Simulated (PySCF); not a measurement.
# C$_{5}$H$_{9}$NSi: what the fields show

The calculation's input:

```
{"job": {"kind": "uv", "xc": "wB97X-D", "basis": "def2-SVPD", "ip": true, "dynamic": true}, "charge": 0, "multiplicity": 1}
C      0.871305     1.169081     2.183838
C      0.938842     0.214171     1.438718
C      0.985606    -0.920492     0.554354
C      1.595926    -0.809233    -0.817128
C      0.108956    -0.958467    -0.692765
Si    -1.049495     0.468789    -1.059866
N     -2.275077     0.513633     0.161419
H      0.836806     2.020140     2.838158
H      1.122512    -1.878191     1.068063
H      2.181880    -1.661931    -1.169447
H      1.993694     0.167814    -1.106359
H     -0.294716    -1.953296    -0.911251
H     -1.740204     0.249740    -2.368345
H     -0.196277     1.697741    -1.199335
H     -3.123982     1.040426    -0.012334
H     -1.962593     0.647674     1.118870
```

Run with:

```sh
OMP_NUM_THREADS=1 python probes_run.py task.json out
```

Geometry: PBE0-D3(BJ)/def2-SVP.

These are results of wB97X-D/def2-SVPD, SCF density, gas phase (PySCF 2.14.0), not measurements.

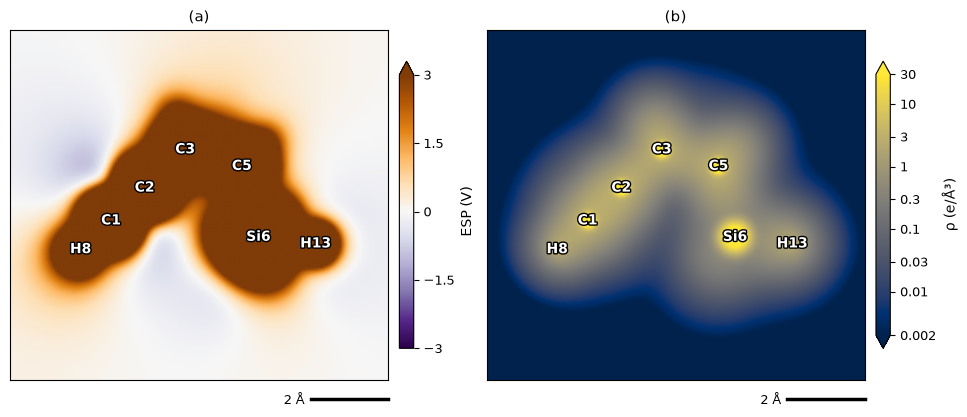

Figure 1. (a) electrostatic potential; (b) electron density on the plane of atoms C3, C5 and Si6.

Q: Interpret the plot.

A:
- The plane passes through C, Si and H nuclei.
- C–C (1.21 Å): ρ at the midpoint is about 2.6 e/Å³.
- C–Si (1.87 Å): ρ at the midpoint is about 0.97 e/Å³.
- C–H (1.07 Å): ρ at the midpoint is about 2 e/Å³.
- Si–H (1.50 Å): ρ is about 0.76 e/Å³ halfway.
- Outside the dense part of the molecule the potential is most negative (−0.9 V) near C1.

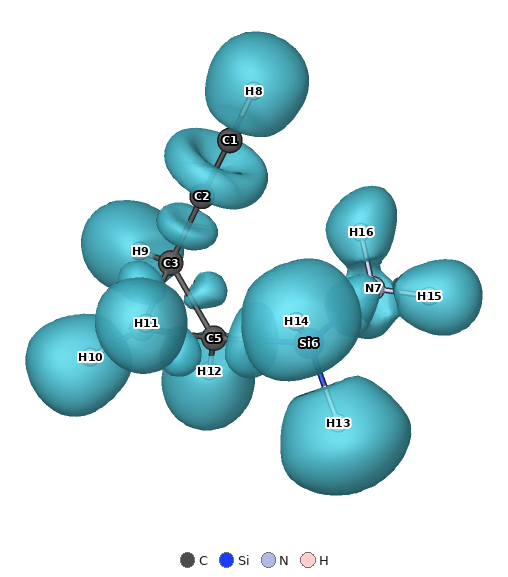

Figure 2. Isosurface of the electron localisation function at 0.8 (cyan), seen across its widest extent. Only the valence region is drawn (cores and ρ < 0.01 e/Å³ removed).

Q: Identify the bonds, lone pairs and shells in this picture.

A: The surface consists of five regions between bonded C–C atoms (shared pairs), one region between bonded C–Si atoms (shared pairs), seven regions around hydrogen nuclei and one joined region spread over several atoms (H, N), in which their bonds and any lone pairs are merged. Along the contacts the grid gives the following. C–C (1.21 Å): the ELF peaks at about 0.85 between the atoms (a short, multiple covalent bond). Si–N (1.73 Å): the ELF peaks at about 0.90 between the atoms: a polar covalent bond.

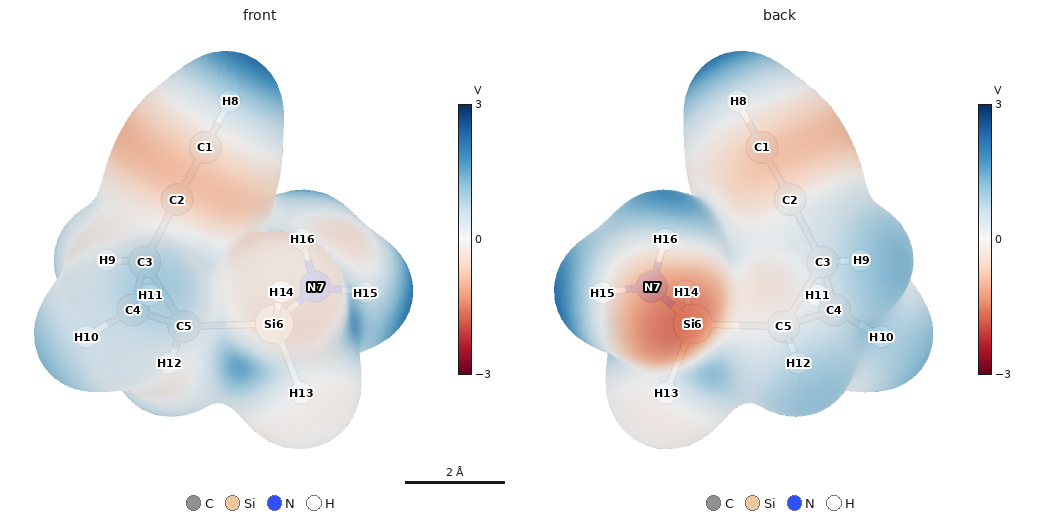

Figure 3. The electrostatic potential painted on the density surface at 0.004 e/bohr³, seen from the front and from behind; red is negative and blue positive.

Q: Where is the surface potential most negative and most positive?

A: The most negative region (about −1.7 V, or −39 kcal/mol for a unit charge) lies over N7, the most positive (about +2.1 V, or +48 kcal/mol for a unit charge) over H8 and H15. N7 is the likeliest acceptor of a hydrogen bond.

Q: What dipole moment does the calculation give?

A: Its dipole moment is 0.29 D.
